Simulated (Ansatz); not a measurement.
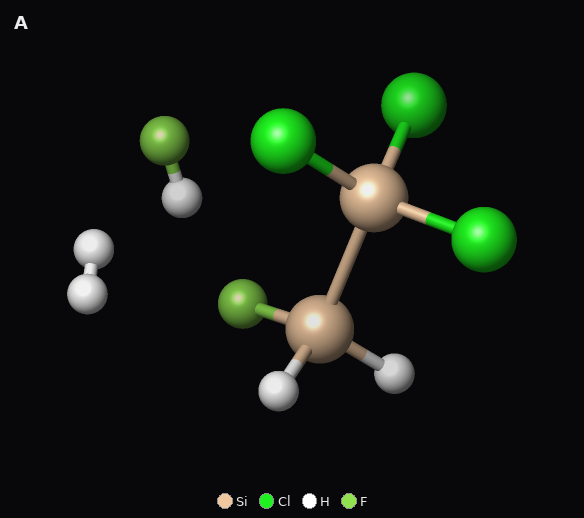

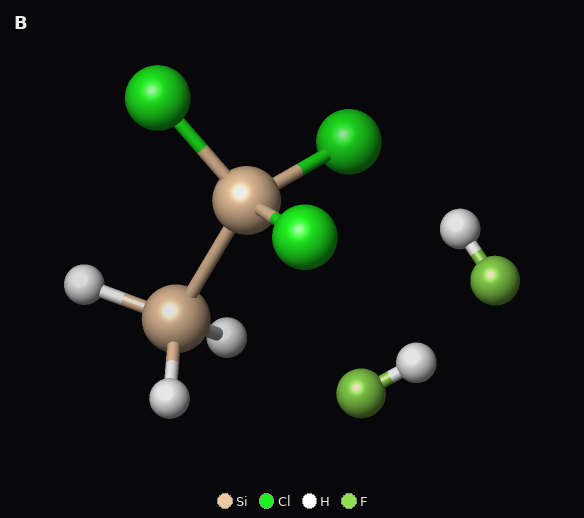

2 stationary structures of one formula. Geometries: PBE0-D4/def2-TZVP. Electronic energies: CCSD(T)/CBS (MP2 limit from def2-TZVPP and def2-QZVPP plus CCSD(T) − MP2) (Ansatz 0.2.0), without zero-point energy. No frequency run is at hand to confirm each as a minimum. Each is one conformer, not always the lowest.

**Rank them by energy, lowest first.**

A is lowest; B lies 71.7 kJ/mol above it (a minimum).

Give E(B) − E(A) in kJ/mol at these levels too: ωB97X-V/def2-TZVPP; RHF-CCSD(T) (frozen core)/def2-TZVPP; direct RPA on PBE orbitals (frozen core)/def2-TZVPP; PBE-D4/STO-3G; CAM-B3LYP-D4/def2-TZVPP; PBE0-D4/def2-SVP; r2SCAN0-D4/def2-TZVPP; CCSD(T)/CBS (MP2 limit from def2-TZVPP and def2-QZVPP plus CCSD(T) − MP2).

```
                                                                    level  E(B) − E(A) (kJ/mol)
                                                       ωB97X-V/def2-TZVPP                 +69.1
                                     RHF-CCSD(T) (frozen core)/def2-TZVPP                 +69.2
                      direct RPA on PBE orbitals (frozen core)/def2-TZVPP                 +72.3
                                                            PBE-D4/STO-3G                 +38.6
                                                  CAM-B3LYP-D4/def2-TZVPP                 +69.9
                                                         PBE0-D4/def2-SVP                +169.8
                                                    r2SCAN0-D4/def2-TZVPP                 +68.0
CCSD(T)/CBS (MP2 limit from def2-TZVPP and def2-QZVPP plus CCSD(T) − MP2)                 +71.7
```
